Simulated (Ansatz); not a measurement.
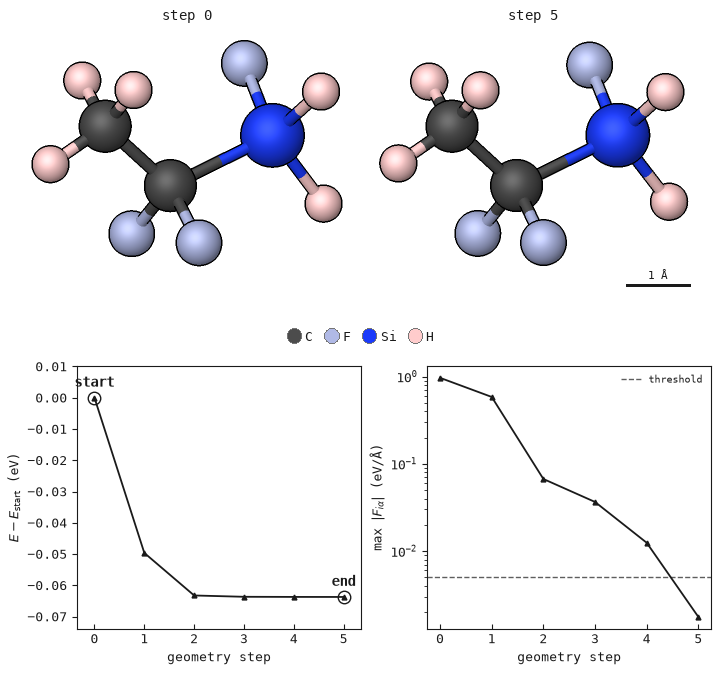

First and last geometry of a relaxation of C$_{2}$H$_{5}$F$_{3}$Si, with the history of the run. The picture is a ball-and-stick view, seen at a tilt.

The start comes from PBE-D4/def2-SVP.

Level of theory: RKS PBE0-D4/def2-TZVP (Ansatz).

The input:
```yaml
crystal:
  periodic: [false, false, false]
  atoms:
    - {symbol: C, position_ang: [-0.391761, -0.627251, 1.259564]}
    - {symbol: C, position_ang: [-0.117197, -0.601996, -0.225710]}
    - {symbol: F, position_ang: [-1.260859, -0.988532, -0.905036]}
    - {symbol: F, position_ang: [0.867465, -1.537175, -0.535050]}
    - {symbol: Si, position_ang: [0.509984, 1.054026, -0.989060]}
    - {symbol: F, position_ang: [-0.565468, 2.235487, -0.610702]}
    - {symbol: H, position_ang: [0.526946, -0.384350, 1.827335]}
    - {symbol: H, position_ang: [-0.743666, -1.637945, 1.547980]}
    - {symbol: H, position_ang: [-1.173223, 0.115817, 1.511467]}
    - {symbol: H, position_ang: [1.834858, 1.410895, -0.383462]}
    - {symbol: H, position_ang: [0.578321, 0.903924, -2.476827]}
basis:
  gaussian: {orbitals: def2-TZVP}
hamiltonian: {xc: pbe0, dispersion: d4}
relax: {f_tol: 0.005, max_steps: 150}
```

Run as
```bash
ansatz run in.yaml --threads 4 --pin off --events-out ev --progress --plain --max-ram 10444MiB
```

> Did the run converge, and what did it change?

It converged. After 5 geometry steps the energy has fallen by 0.064 eV. The largest force component goes from 0.97 to 0.0018 eV/Å. The atom that moves furthest after the best rigid fit is F6 (0.049 Å). By element the largest moves are F 0.049 Å, H 0.032 Å, C 0.016 Å, Si 0.010 Å. Among the contacts that change: Si5–F6 1.642 → 1.598 Å, Si5–H10 1.500 → 1.481 Å, C1–H7 1.107 → 1.091 Å, C2–F4 1.393 → 1.379 Å.

```
step  E − E(0), eV  largest force component, eV/Å
   0        0.0000                         0.9663
   1       -0.0496                         0.5835
   2       -0.0633                         0.0670
   3       -0.0637                         0.0366
   4       -0.0637                         0.0125
   5       -0.0637                         0.0018
```
